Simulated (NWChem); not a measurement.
# Energy and gradient calculation of C$_{6}$H$_{5}$Li (part 2 of 2)

Continued. System: C$_{6}$H$_{5}$Li. Method: B3LYP/def2-SVPD, RKS (NWChem 7.3.0). The geometry comes from this level: PBE0-D4/def2-TZVP.

Geometry of the input (Å):
```
Li -0.0954  -3.3226  -0.3580
C  -0.0358  -1.3778  -0.1463
C  -0.7608  -0.6954  0.8468
C  -0.7272  0.6854  1.0076
C  0.0514  1.4616  0.1621
C  0.7871  0.8391  -0.8353
C  0.7358  -0.5435  -0.9746
H  -1.3898  -1.2551  1.5398
H  -1.3090  1.1584  1.7936
H  0.0846  2.5398  0.2792
H  1.4017  1.4335  -1.5054
H  1.3343  -0.9787  -1.7756
```

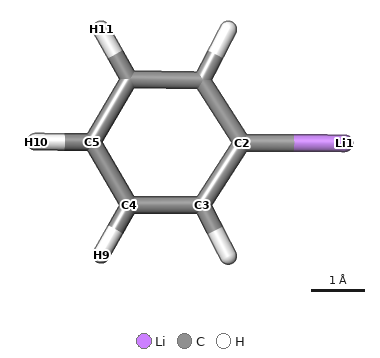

*The input geometry (stick view, seen on its broad side; atoms are numbered from 1 in the order of the input). Sticks mark near contacts.*

What the program printed, continued
```
                    Damping( 0%)  Levelshifting(0.5)       DIIS
                  --------------- ------------------- ---------------
          dE  on:    start            ASAP                start
          dE off:    2 iters        100 iters           100 iters

      Screening Tolerance Information
      -------------------------------
          Density screening/tol_rho:  1.00D-11
          AO Gaussian exp screening on grid/accAOfunc:  18
          CD Gaussian exp screening on grid/accCDfunc:  20
          XC Gaussian exp screening on grid/accXCfunc:  20
          Schwarz screening/accCoul:  1.00D-09

      Superposition of Atomic Density Guess
      -------------------------------------

 Sum of atomic energies:        -235.67179273

      Non-variational initial energy
      ------------------------------

 Total energy =    -239.940894
 1-e energy   =    -738.340452
 2-e energy   =     284.503284
 HOMO         =      -0.280585
 LUMO         =      -0.043252

   Time after variat. SCF:      0.5

     ---------------------------------------------
      Total Density - Mulliken Population Analysis
     ---------------------------------------------

    Atom       Charge   Shell Charges
 -----------   ------   -------------------------------------------------------
    1 Li   3     2.16   1.99  0.11  0.00  0.05  0.01  0.01
    2 C    6     7.45   1.99  1.05  0.38  0.48  2.07  1.41  0.03  0.02
    3 C    6     5.73   1.99  1.00  0.08 -0.15  1.97  0.88  0.04 -0.08
    4 C    6     6.13   1.99  1.00 -0.02 -0.01  1.99  0.71  0.04  0.44
    5 C    6     6.10   1.99  1.00 -0.02 -0.09  1.98  0.81  0.04  0.39
    6 C    6     6.13   1.99  1.00 -0.02 -0.01  1.99  0.71  0.04  0.44
    7 C    6     5.73   1.99  1.00  0.08 -0.15  1.97  0.88  0.04 -0.08
    8 H    1     1.01   0.70  0.26  0.02  0.03
    9 H    1     0.97   0.70  0.19  0.02  0.06
   10 H    1     0.60   0.69 -0.16  0.02  0.05
   11 H    1     0.97   0.70  0.19  0.02  0.06
   12 H    1     1.01   0.70  0.26  0.02  0.03
   Time prior to 1st pass:      0.5

 Grid_pts file          = ./run.gridpts.0
 Record size in doubles =  12289        No. of grid_pts per rec  =   3070
 Max. records in memory =    168        Max. recs in file   = *********

 Grid integrated density:      44.000011589438
 Requested integration accuracy:   0.10E-06

           Memory utilization after 1st SCF pass:
           Heap Space remaining (MW):       36.44            36435908
          Stack Space remaining (MW):       72.09            72088412

   convergence    iter        energy       DeltaE   RMS-Dens  Diis-err    time
 ---------------- ----- ----------------- --------- --------- ---------  ------
 d= 0,ls=0.0,diis     1   -238.9077822589 -4.53D+02  3.30D-02  5.66D-01     5.8
 Grid integrated density:      44.000011768203
 Requested integration accuracy:   0.10E-06
 d= 0,ls=0.0,diis     2   -238.9044150387  3.37D-03  2.05D-02  5.09D-01    10.8
 Grid integrated density:      44.000011427358
 Requested integration accuracy:   0.10E-06
 d= 0,ls=0.0,diis     3   -238.9589288202 -5.45D-02  8.63D-03  1.66D-01    16.1
 Grid integrated density:      44.000011833863
 Requested integration accuracy:   0.10E-06
 d= 0,ls=0.0,diis     4   -238.9816870580 -2.28D-02  1.60D-03  1.17D-02    21.2
 Grid integrated density:      44.000011762733
 Requested integration accuracy:   0.10E-06
 d= 0,ls=0.0,diis     5   -238.9832527781 -1.57D-03  3.80D-04  4.61D-04    26.5
 Grid integrated density:      44.000011696054
 Requested integration accuracy:   0.10E-06
  Resetting Diis
 d= 0,ls=0.0,diis     6   -238.9833176173 -6.48D-05  1.48D-04  5.11D-05    31.6
 Grid integrated density:      44.000011706359
 Requested integration accuracy:   0.10E-06
 d= 0,ls=0.0,diis     7   -238.9833235568 -5.94D-06  5.88D-05  4.79D-06    36.7
 Grid integrated density:      44.000011710177
 Requested integration accuracy:   0.10E-06
 d= 0,ls=0.0,diis     8   -238.9833230811  4.76D-07  3.15D-05  9.48D-06    41.8
 Grid integrated density:      44.000011709650
 Requested integration accuracy:   0.10E-06
 d= 0,ls=0.0,diis     9   -238.9833243369 -1.26D-06  6.59D-06  1.01D-07    47.1
 Grid integrated density:      44.000011708916
 Requested integration accuracy:   0.10E-06
 d= 0,ls=0.0,diis    10   -238.9833243499 -1.31D-08  5.00D-06  3.30D-08    52.2
 Grid integrated density:      44.000011708512
 Requested integration accuracy:   0.10E-06
 d= 0,ls=0.0,diis    11   -238.9833243559 -5.95D-09  1.88D-06  3.17D-09    57.3

         Total DFT energy =     -238.983324355893
      One electron energy =     -745.784501196207
           Coulomb energy =      329.200761059619
    Exchange-Corr. energy =      -36.295858277724
 Nuclear repulsion energy =      213.896274058419

 Numeric. integr. density =       44.000011708512

     Total iterative time =     56.8s

     ---------------------------------------------
      Total Density - Mulliken Population Analysis
     ---------------------------------------------

    Atom       Charge   Shell Charges
 -----------   ------   -------------------------------------------------------
    1 Li   3     2.28   1.98  0.14 -0.00  0.10  0.04  0.02
    2 C    6     6.94   1.98  0.95  0.44  0.49  2.03  0.92  0.03  0.09
    3 C    6     5.65   1.98  0.96  0.13 -0.23  2.10  0.44  0.04  0.23
    4 C    6     6.07   1.98  0.95  0.05 -0.02  2.12  0.32  0.04  0.63
    5 C    6     6.06   1.98  0.95  0.03 -0.13  2.13  0.40  0.04  0.67
    6 C    6     6.07   1.98  0.95  0.05 -0.02  2.12  0.32  0.04  0.63
    7 C    6     5.65   1.98  0.96  0.13 -0.23  2.10  0.44  0.04  0.23
    8 H    1     1.23   0.79  0.41  0.02  0.01
    9 H    1     1.07   0.79  0.20  0.02  0.06
   10 H    1     0.66   0.79 -0.18  0.02  0.04
   11 H    1     1.07   0.79  0.20  0.02  0.06
   12 H    1     1.23   0.79  0.41  0.02  0.01

     -------------------------------------------
      Total Density - Lowdin Population Analysis
     -------------------------------------------

    Atom       Charge   Shell Charges
 -----------   ------   -------------------------------------------------------
    1 Li   3     2.36   1.91  0.13  0.04  0.11  0.11  0.06
    2 C    6     6.23   1.97  0.52  0.23  0.15  1.80  0.97  0.07  0.52
    3 C    6     6.10   1.96  0.48  0.19  0.11  1.81  0.87  0.09  0.58
    4 C    6     6.03   1.96  0.48  0.18  0.11  1.83  0.84  0.09  0.53
    5 C    6     6.02   1.96  0.48  0.18  0.11  1.83  0.84  0.09  0.53
    6 C    6     6.03   1.96  0.48  0.18  0.11  1.83  0.84  0.09  0.53
    7 C    6     6.10   1.96  0.48  0.19  0.11  1.81  0.87  0.09  0.58
    8 H    1     1.05   0.58  0.19  0.06  0.22
    9 H    1     1.01   0.57  0.19  0.06  0.19
   10 H    1     1.01   0.57  0.19  0.06  0.19
   11 H    1     1.01   0.57  0.19  0.06  0.19
   12 H    1     1.05   0.58  0.19  0.06  0.22

 center of mass
 --------------
 x =   0.00133603 y =  -0.35876718 z =  -0.03268730

 moments of inertia (a.u.)
 ------------------
         756.808747847292         -29.918804719387         148.658373940990
         -29.918804719387         314.130522069196         -46.192705186986
         148.658373940990         -46.192705186986         691.144701070891

     Multipole analysis of the density
     ---------------------------------

     L   x y z        total         alpha         beta         nuclear
     -   - - -        -----         -----         ----         -------
     0   0 0 0      0.000000    -22.000000    -22.000000     44.000000

     1   1 0 0     -0.079767     -0.170841     -0.170841      0.261916
     1   0 1 0     -2.602960      3.284412      3.284412     -9.171785
     1   0 0 1     -0.283344      0.217943      0.217943     -0.719230

     2   2 0 0    -30.551420    -52.878185    -52.878185     75.204950
     2   1 1 0      0.937622     -7.728689     -7.728689     16.395001
     2   1 0 1     -1.516362     44.360300     44.360300    -90.236962
     2   0 2 0     -4.621808   -147.696423   -147.696423    290.771039
     2   0 1 1      2.786066     -9.707079     -9.707079     22.200224
     2   0 0 2    -29.622005    -72.010329    -72.010329    114.398653

            General Information
            -------------------
          SCF calculation type: DFT
          Wavefunction type:  closed shell.
          No. of atoms     :    12
          No. of electrons :    44
           Alpha electrons :    22
            Beta electrons :    22
          Charge           :     0
          Spin multiplicity:     1
          Use of symmetry is: off; symmetry adaption is: off
          Maximum number of iterations: 100
          AO basis - number of functions:   172
                     number of shells:    74
          Convergence on energy requested:  1.00D-08
          Convergence on density requested:  1.00D-05
          Convergence on gradient requested:  5.00D-04

              XC Information
              --------------
                         B3LYP Method XC Potential
                     Hartree-Fock (Exact) Exchange  0.200
                        Slater Exchange Functional  0.800 local
                    Becke 1988 Exchange Functional  0.720 non-local
              Lee-Yang-Parr Correlation Functional  0.810
                  VWN I RPA Correlation Functional  0.190 local

             Grid Information
             ----------------
          Grid used for XC integration:  fine
          Radial quadrature: Mura-Knowles
          Angular quadrature: Lebedev.
          Tag              B.-S. Rad. Rad. Pts. Rad. Cut. Ang. Pts.
          ---              ---------- --------- --------- ---------
          Li                  1.45       70          14.0       590
          C                   0.70       70          16.0       590
          H                   0.35       60          17.0       590
          Grid pruning is: on
          Number of quadrature shells:   790
          Spatial weights used:  Erf1

          Convergence Information
          -----------------------
          Convergence aids based upon iterative change in
          total energy or number of iterations.
          Levelshifting, if invoked, occurs when the
          HOMO/LUMO gap drops below (HL_TOL):  1.00D-02
          DIIS, if invoked, will attempt to extrapolate
          using up to (NFOCK): 10 stored Fock matrices.

                    Damping( 0%)  Levelshifting(0.5)       DIIS
                  --------------- ------------------- ---------------
          dE  on:    start            ASAP                start
          dE off:    2 iters        100 iters           100 iters

      Screening Tolerance Information
      -------------------------------
          Density screening/tol_rho:  1.00D-11
          AO Gaussian exp screening on grid/accAOfunc:  18
          CD Gaussian exp screening on grid/accCDfunc:  20
          XC Gaussian exp screening on grid/accXCfunc:  20
          Schwarz screening/accCoul:  1.00D-09

                            NWChem DFT Gradient Module
                            --------------------------

                                      C6H5Li

  charge          =   0.00
  wavefunction    = closed shell

                         DFT ENERGY GRADIENTS

    atom               coordinates                        gradient
                 x          y          z           x          y          z
   1 Li     -0.180280  -6.278804  -0.676522    0.000026   0.000833   0.000089
   2 C      -0.067652  -2.603664  -0.276467    0.000288   0.009207   0.000989
   3 C      -1.437704  -1.314115   1.600220    0.003235   0.003910  -0.003412
   4 C      -1.374209   1.295218   1.904088    0.003152  -0.002382  -0.004233
   5 C       0.097132   2.762024   0.306325   -0.000199  -0.006031  -0.000649
   6 C       1.487403   1.585669  -1.578488   -0.003317  -0.003030   0.003651
   7 C       1.390460  -1.027066  -1.841727   -0.003031   0.003284   0.004218
   8 H      -2.626341  -2.371795   2.909800    0.003006   0.002479  -0.003336
   9 H      -2.473651   2.189059   3.389413    0.002800  -0.002159  -0.003767
  10 H       0.159871   4.799526   0.527611   -0.000153  -0.005247  -0.000574
  11 H       2.648829   2.708922  -2.844794   -0.002940  -0.002733   0.003218
  12 H       2.521461  -1.849475  -3.355397   -0.002866   0.001871   0.003806

                 ----------------------------------------
                 |  Time  |  1-e(secs)   |  2-e(secs)   |
                 ----------------------------------------
                 |  CPU   |       0.02   |      11.40   |
                 ----------------------------------------
                 |  WALL  |       0.02   |      11.40   |
                 ----------------------------------------

 Task  times  cpu:       71.4s     wall:       71.4s
 Total times  cpu:       71.4s     wall:       71.4s
```

Key numbers

| quantity | value |
| --- | --- |
| outcome | converged |
| total energy | −238.983324 hartree |
| basis functions | 172 |
| largest force | 0.476 eV/Å |
| dipole moment | 6.66 D |
| hardware | 1 thread of AMD EPYC (Zen 5), 16 GiB of memory available, shared host |
| wall time | 72 s |
| peak memory | 0.14 GiB |

Remarks

Further notes kept with the run: grid integrates the density poorly.
